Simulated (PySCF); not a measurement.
# C4H10F2N2: the cost of one run

Programs: PySCF 2.14.0, with routines of our own; each step states its level. All values are computed. Atoms count from 0.

## 1. The starting structure

18 atoms, charge 0, multiplicity 1; geometry from: GFN2-xTB.

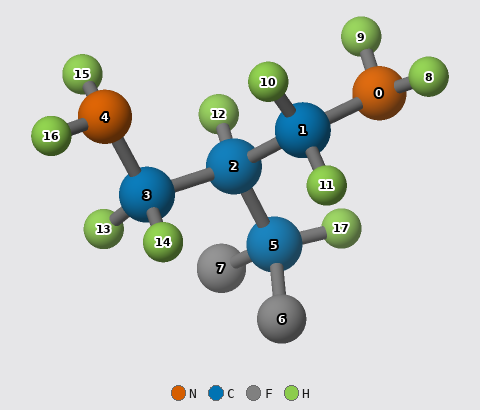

The starting geometry (nitrogen orange, carbon blue, fluorine grey, hydrogen green).

## 2. Magnetic properties: GIAO PBE0/pcSseg-1

The job: settings as JSON, then the geometry in Å.

```
{"job": {"kind": "mag", "xc": "PBE0", "basis": "pcSseg-1", "isotopologues": 2}, "charge": 0, "multiplicity": 1}
N      2.278497    -0.048981    -0.560916
C      1.145112     0.456670     0.200451
C     -0.133979    -0.272811    -0.223207
C     -1.376938     0.355530     0.419352
N     -1.537027     1.721335    -0.053501
C     -0.021435    -1.749470     0.135579
F     -0.130057    -1.947903     1.473007
F     -1.029335    -2.468052    -0.426559
H      3.143101     0.339752    -0.202579
H      2.197805     0.229471    -1.533734
H      0.968102     1.534689     0.078576
H      1.333413     0.257472     1.258478
H     -0.228665    -0.223026    -1.313545
H     -2.245769    -0.287332     0.204445
H     -1.238812     0.388560     1.503007
H     -1.774230     1.725194    -1.040541
H     -2.292045     2.177636     0.445195
H      0.933504    -2.182418    -0.195158
```

Level: GIAO PBE0/pcSseg-1 magnetisability, rotational g tensor and spin-rotation constants, non-relativistic, gas phase.

Started as:

```sh
$ OMP_NUM_THREADS=1 python excited_run.py task.json out
```

One launch serves the whole session: the jobs run in the order shown.

Q: Estimate the wall time and peak memory of this first job on 1 thread of Arm Neoverse V2, shared host.

About 32 s, with a peak of 0.84 GiB.
